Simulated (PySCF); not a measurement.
# FH7OSi3, SMILES `F[SiH2][SiH2]O[SiH3]`: electronic structure

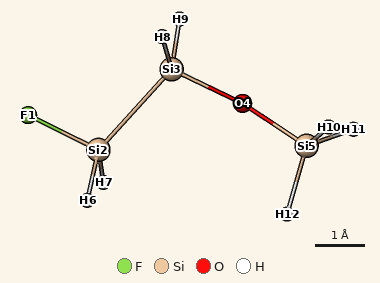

The molecule, with its atoms numbered as below. No frequency check shows the geometry to be a minimum.

Geometry (Å), atoms numbered from 1:

```
F1       3.1353    0.0015   -0.0752
Si2      1.6727   -0.6848    0.0386
Si3      0.1523    1.0328   -0.0073
O4      -1.3206    0.3604    0.1197
Si5     -2.7032   -0.4603   -0.0391
H6       1.6839   -1.6302   -1.0807
H7       1.7899   -1.4687    1.2702
H8       0.1303    1.8195   -1.2495
H9       0.2100    1.9739    1.1194
H10     -3.3801    0.0541   -1.2270
H11     -3.4505   -0.2041    1.1883
H12     -2.3423   -1.8702   -0.1904
```

### 1. Excited states

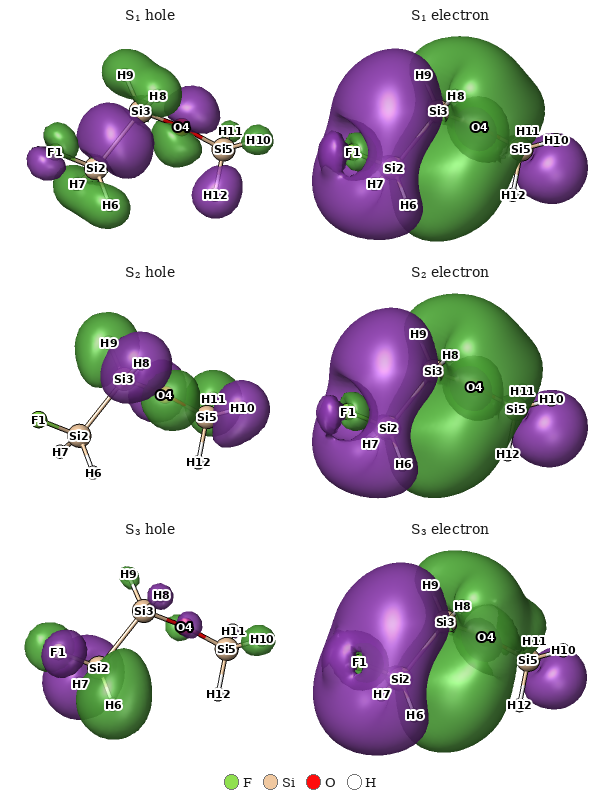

Leading natural transition orbitals (full linear response singlet states).

PySCF calculation, B3LYP/6-31+G*, gas phase; geometry: GFN2-xTB.

Q: Describe these excited states.

A: By state:
- S₁: 5.47 eV (227 nm), f = 0.020; the leading pair carries 99 %; hole on O4 (23 %), Si2 (22 %) and Si3 (21 %), electron on Si2 (34 %), Si3 (28 %) and Si5 (10 %); their centroids lie 0.4 Å apart.
- S₂: 6.02 eV (206 nm), f = 0.002 (very weak); the leading pair carries 100 %; hole on O4 (37 %), Si3 (15 %) and H8 (11 %), electron on Si2 and Si3 (30 % each), Si5 (12 %) and O4 (6 %); their centroids lie 1.7 Å apart.
- S₃: 6.83 eV (181 nm), f = 0.003; the leading pair carries 98 %; hole on Si2 (29 %), H7 (23 %) and H6 (19 %), electron on Si2 (40 %), Si3 (26 %) and Si5 (7 %); their centroids lie 1.1 Å apart; S₄ lies within 0.1 eV of it.

### 2. Removing or adding an electron

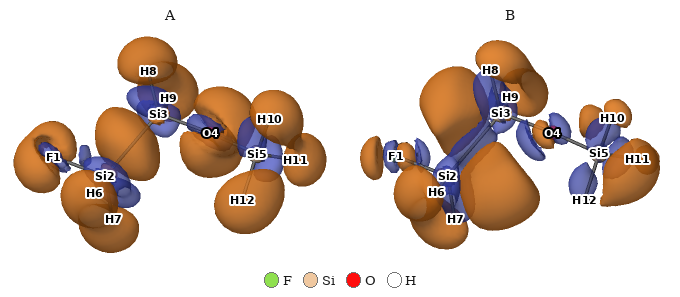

The two Fukui functions at ±0.01 e/Å³ (orange positive, blue negative).

Computed with PySCF, TPSS/def2-SVPD, geometry: GFN2-xTB.

Q: Which panel is f⁻ (electron removed) and which f⁺ (electron added)?

A: A is f⁻, B is f⁺. f⁻ (Hirshfeld-condensed) is largest on Si2 (0.14), Si3 (0.13) and O4 (0.11); the vertical ionisation energy is 9.68 eV (the stability of the cation's solution wasn't checked). f⁺ (Hirshfeld-condensed) is largest on Si2 (0.23), Si3 (0.19) and Si5 (0.14); the vertical electron affinity is −0.19 eV (the stability of the anion's solution wasn't checked; negative: at this level and geometry the extra electron isn't bound, and the finite basis holds it).

Q: What chemical potential and hardness follow from the two energies?

A: μ = −(I + A)/2 = −4.74 eV and η = I − A = 9.88 eV.

### 3. Stretching a bond

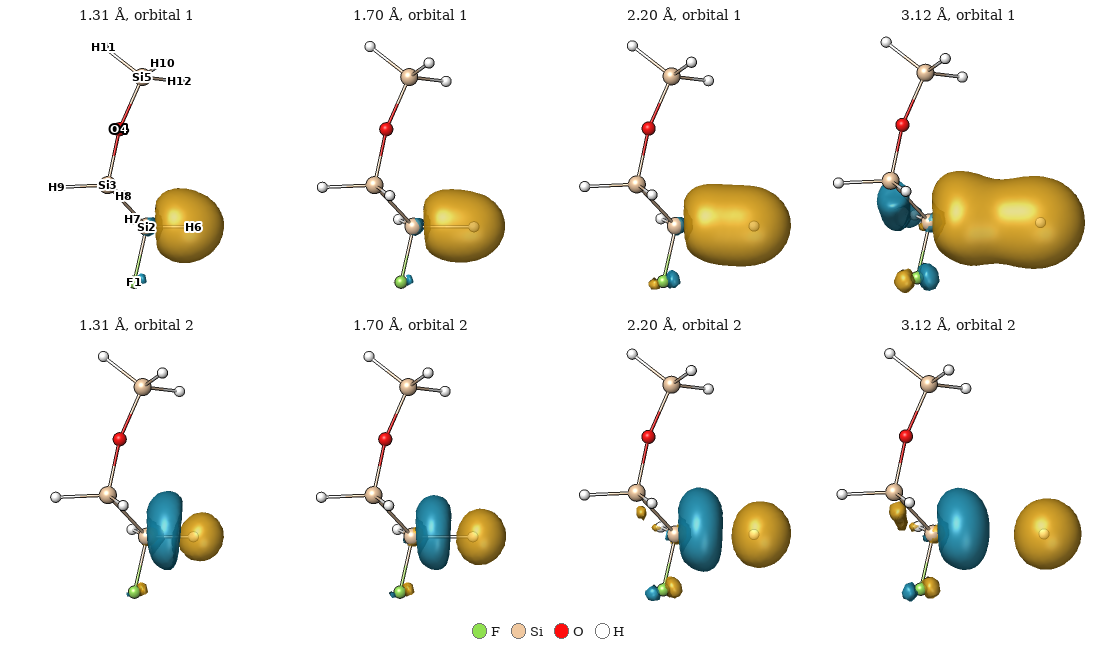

Rigid stretch of the Si2–H6 bond. The two CASSCF(2,2) natural orbitals nearest half filling (orbital 1 the more occupied).

Computed with PySCF, 6-31G* basis, geometry: GFN2-xTB.

Q: How do the occupations change along the stretch?

A: 1.31 Å: 1.99 and 0.01; 1.70 Å: 1.97 and 0.03; 2.20 Å: 1.89 and 0.11; 3.12 Å: 1.52 and 0.48. At the longest distance computed (3.98 Å) they are 1.18 and 0.82, and the effective number of unpaired electrons is 1.9.

Q: Where does the UHF solution part from RHF?

A: Between 1.92 Å (⟨S²⟩ = 0, the two coincide) and 2.20 Å (⟨S²⟩ = 0.15); at 3.98 Å ⟨S²⟩ is 1.00 and UHF lies 3.5 eV below RHF.

Q: How much energy does the stretch cost?

A: By CASSCF, 3.6 eV from the lowest point of the scan (1.56 Å) to 3.98 Å; RHF gives 6.7 eV from its own lowest point. The fragments aren't relaxed and dynamic correlation is missing, so this isn't a bond dissociation energy.

The PySCF runs shown took 13 min, 7.7 min and 8 min on 1 thread of Intel(R) Xeon(R) Processor @ 2.50GHz (Skylake/Cascade Lake), on a shared host.
